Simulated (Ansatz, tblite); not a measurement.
# The cluster In₁₀P₁₀: rung by rung

How do method and basis change the picture of the cluster In₁₀P₁₀ (singlet)?

Computed with Ansatz 0.2.0, Gaussian basis. Level: as each input shows.

Plan: GFN1-xTB, GFN2-xTB, PBE-D4/def2-SVP, r2SCAN-D4/def2-SVP, HSE06-D4/def2-SVP, BHLYP-D4/def2-SVP, CAM-B3LYP-D4/def2-SVP, LC-ωPBE(0.10)/def2-SVP, LC-ωPBE(0.15)/def2-SVP, LC-ωPBE(0.20)/def2-SVP, LC-ωPBE(0.30)/def2-SVP, PBE0-D4/def2-TZVP, PBE-D4/def2-TZVP, MP2/def2-SVP, RPA/def2-SVP.

4 further runs of the same task are left out: 4 set aside as unsound or not needed.

## (1) The relaxed structure

The singlet was relaxed beforehand with PBE-D4/def2-SVP.

20 atoms, charge 0, spin multiplicity 1.

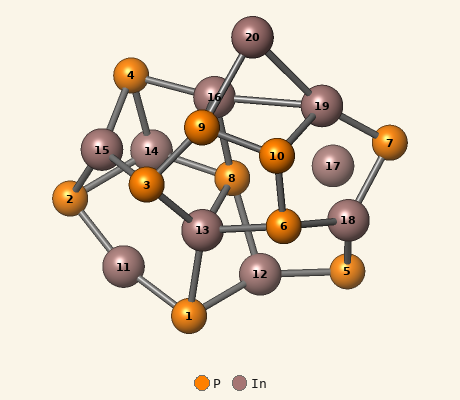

The geometry (phosphorus orange, indium brown); atoms are numbered from 1 in the order of the file.

Geometry (Å):

```
atom    x (Å)    y (Å)    z (Å)
  P1  -2.8151  -2.7821   0.3973
  P2  -4.3278   1.4427  -1.3676
  P3  -1.7135   1.3201   2.5710
  P4  -1.1306   3.6594  -1.2984
  P5   1.3500  -4.0954  -1.6871
  P6   0.9836  -1.5913   2.1763
  P7   4.2825  -1.3877  -0.8651
  P8  -0.1003  -0.2144  -1.3181
  P9   0.4264   1.9845   2.5974
 P10   1.8778   0.3077   2.7516
In11  -3.8755  -0.8433  -0.6740
In12  -0.7259  -2.9254  -1.1330
In13  -1.1933  -0.7522   1.1444
In14  -1.8323   1.3902  -2.3798
In15  -2.6205   2.4746   0.4259
In16   0.7358   2.1534  -0.2881
In17   2.2583  -1.5177  -3.1267
In18   2.3450  -2.5998   0.1332
In19   3.3075   0.5840   0.2853
In20   2.7680   3.3927   1.6555
```

In takes a core potential in the def2 sets. No spin-orbit coupling is included.

PBE0-D4/def2-SVP was run before; its log isn't repeated, and its numbers join the tables.

## (2) GFN1-xTB

Tight binding, by tblite at 300 K electronic temperature and without a spin-polarisation term:

```python
tblite.interface.Calculator('GFN1-xTB', numbers, positions, charge=0, uhf=0).singlepoint()
```

Energy -1142.4263 eV, HOMO -7.14 eV, LUMO -6.45 eV; 0.27 s.

## (3) GFN2-xTB

Tight binding, by tblite at 300 K electronic temperature and without a spin-polarisation term:

```python
tblite.interface.Calculator('GFN2-xTB', numbers, positions, charge=0, uhf=0).singlepoint()
```

Energy -1026.6849 eV, HOMO -8.78 eV, LUMO -8.43 eV; 0.46 s.

## (4) PBE-D4/def2-SVP

start.molden holds the orbitals of an earlier run on this state, given as this run's starting guess.

Contents of in.yaml:

```yaml
crystal:
  periodic: [false, false, false]
  atoms:
    - {symbol: P, position_ang: [-2.815069, -2.782129, 0.397271]}
    - {symbol: P, position_ang: [-4.327830, 1.442698, -1.367621]}
    - {symbol: P, position_ang: [-1.713504, 1.320119, 2.570963]}
    - {symbol: P, position_ang: [-1.130619, 3.659373, -1.298352]}
    - {symbol: P, position_ang: [1.350032, -4.095386, -1.687102]}
    - {symbol: P, position_ang: [0.983550, -1.591315, 2.176296]}
    - {symbol: P, position_ang: [4.282522, -1.387667, -0.865067]}
    - {symbol: P, position_ang: [-0.100331, -0.214360, -1.318126]}
    - {symbol: P, position_ang: [0.426400, 1.984465, 2.597421]}
    - {symbol: P, position_ang: [1.877837, 0.307700, 2.751558]}
    - {symbol: In, position_ang: [-3.875483, -0.843253, -0.673974]}
    - {symbol: In, position_ang: [-0.725873, -2.925401, -1.132996]}
    - {symbol: In, position_ang: [-1.193316, -0.752177, 1.144387]}
    - {symbol: In, position_ang: [-1.832253, 1.390184, -2.379769]}
    - {symbol: In, position_ang: [-2.620487, 2.474647, 0.425918]}
    - {symbol: In, position_ang: [0.735763, 2.153363, -0.288123]}
    - {symbol: In, position_ang: [2.258260, -1.517710, -3.126732]}
    - {symbol: In, position_ang: [2.344960, -2.599835, 0.133249]}
    - {symbol: In, position_ang: [3.307477, 0.583990, 0.285327]}
    - {symbol: In, position_ang: [2.767984, 3.392696, 1.655472]}
basis:
  gaussian: {orbitals: def2-SVP, fitting: {mean_field: def2-universal-jkfit}, initial_orbitals: start.molden}
hamiltonian: {xc: pbe, dispersion: d4}
scf: {omitted_lower_state_checks: [starts]}
output: {forces: true, orbitals: {seedname: orbitals}}
```

The run is started by

```
> ansatz run in.yaml --threads 2 --pin off --events-out ev --progress --plain --max-ram 31744MiB --backend cuda --devices 0, --max-vram 18GiB
```

The runs that follow: r2SCAN-D4/def2-SVP; HSE06-D4/def2-SVP; BHLYP-D4/def2-SVP; CAM-B3LYP-D4/def2-SVP; LC-ωPBE(0.10)/def2-SVP; LC-ωPBE(0.15)/def2-SVP; LC-ωPBE(0.20)/def2-SVP; LC-ωPBE(0.30)/def2-SVP; PBE0-D4/def2-TZVP; PBE-D4/def2-TZVP; MP2/def2-SVP; RPA/def2-SVP.

**Question.** What will the summary of the whole plan be? Wanted: gap in def2-SVP, named functionals, smallest and largest; gap over the ω; correlation energy, MP2/def2-SVP; binding an atom, functionals in def2-SVP; PBE0 total energy, smallest basis above largest.

The runs gave:

| quantity | value |
| --- | --- |
| gap in def2-SVP, named functionals, smallest and largest | 0.66 eV (PBE-D4), 3.23 eV (CAM-B3LYP-D4) |
| gap over the ω (1/bohr) | 3.09 eV at 0.1, 4.52 eV at 0.3 |
| correlation energy, MP2/def2-SVP | -57.23 eV |
| binding an atom, functionals in def2-SVP | 2.31 (CAM-B3LYP-D4) to 2.69 eV (PBE-D4) |
| PBE0 total energy, smallest basis above largest | 32.96 eV (def2-SVP, def2-TZVP) |

**Reading.** Over the named functionals in def2-SVP the gap runs from 0.66 eV (PBE-D4) to 3.23 eV (CAM-B3LYP-D4); exact exchange widens it. Raising the ω (1/bohr) from 0.1 to 0.3 moves the HOMO by -0.85 eV and the LUMO by +0.57 eV.
